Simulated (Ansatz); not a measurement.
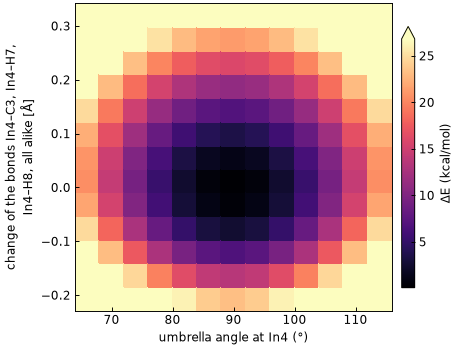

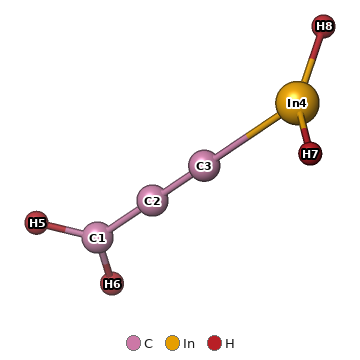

Energy landscape of C3H4In, charge +1. 
- First axis: umbrella angle at In4 (between each of its bonds and their common axis; 90 is planar). Second axis: change of the bonds In4–C3, In4–H7, In4–H8, all alike.
- Nothing is relaxed (all other coordinates rigid).
- Grid: 13 × 13 points.
- Points are written as (first, second).
- Energies: kcal/mol, counted from the relaxed molecule at the same level.
- Level of theory: Ansatz, RKS PBE0-D4/def2-SVP.

Drawn: one coloured cell a grid point, one colour for all values above the top of the scale. The second picture is the structure at the lowest point.

> Where are the wells?

The lowest grid point is at (90°, 0.013 Å), 0.07 kcal/mol from the relaxed molecule at the same level. No other kind of well shows on this grid. The highest grid point, (114°, −0.207 Å), lies 48.5 kcal/mol above the lowest. Round the minimum the two coordinates are nearly uncoupled.

Grid values (kcal/mol):

| second ↓, first → | 66 | 70 | 74 | 78 | 82 | 86 | 90 | 94 | 98 | 102 | 106 | 110 | 114 |
| --- | --- | --- | --- | --- | --- | --- | --- | --- | --- | --- | --- | --- | --- |
| 0.320 | 41.9 | 37.4 | 33.7 | 30.8 | 28.7 | 27.5 | 27.0 | 27.5 | 28.7 | 30.8 | 33.7 | 37.4 | 41.9 |
| 0.276 | 36.9 | 32.1 | 28.2 | 25.2 | 23.0 | 21.7 | 21.2 | 21.7 | 23.0 | 25.2 | 28.2 | 32.1 | 36.9 |
| 0.232 | 32.3 | 27.3 | 23.2 | 20.0 | 17.7 | 16.4 | 15.9 | 16.4 | 17.7 | 20.0 | 23.2 | 27.3 | 32.3 |
| 0.188 | 28.2 | 23.0 | 18.7 | 15.4 | 13.0 | 11.5 | 11.1 | 11.5 | 13.0 | 15.4 | 18.7 | 23.0 | 28.2 |
| 0.144 | 24.8 | 19.4 | 14.9 | 11.4 | 8.9 | 7.4 | 6.9 | 7.4 | 8.9 | 11.4 | 14.9 | 19.4 | 24.8 |
| 0.100 | 22.3 | 16.6 | 11.9 | 8.3 | 5.6 | 4.0 | 3.5 | 4.0 | 5.6 | 8.3 | 11.9 | 16.6 | 22.3 |
| 0.056 | 20.8 | 14.9 | 10.0 | 6.2 | 3.4 | 1.7 | 1.2 | 1.7 | 3.4 | 6.2 | 10.0 | 14.9 | 20.8 |
| 0.013 | 20.5 | 14.4 | 9.3 | 5.3 | 2.4 | 0.7 | 0.1 | 0.7 | 2.4 | 5.3 | 9.3 | 14.4 | 20.5 |
| −0.031 | 21.8 | 15.4 | 10.1 | 5.9 | 2.8 | 1.0 | 0.4 | 1.0 | 2.8 | 5.9 | 10.1 | 15.4 | 21.8 |
| −0.075 | 24.8 | 18.2 | 12.6 | 8.2 | 5.1 | 3.2 | 2.5 | 3.2 | 5.1 | 8.2 | 12.6 | 18.2 | 24.8 |
| −0.119 | 30.0 | 23.1 | 17.3 | 12.7 | 9.4 | 7.4 | 6.7 | 7.4 | 9.4 | 12.7 | 17.3 | 23.1 | 30.0 |
| −0.163 | 37.8 | 30.6 | 24.6 | 19.8 | 16.3 | 14.2 | 13.5 | 14.2 | 16.3 | 19.8 | 24.6 | 30.6 | 37.8 |
| −0.207 | 48.6 | 41.1 | 34.8 | 29.8 | 26.2 | 23.9 | 23.2 | 23.9 | 26.2 | 29.8 | 34.8 | 41.1 | 48.6 |

The whole map (169 points run) took 9.5 min on 1 thread of Intel(R) Xeon(R) Platinum 8488C (Sapphire Rapids), with other jobs on the host.
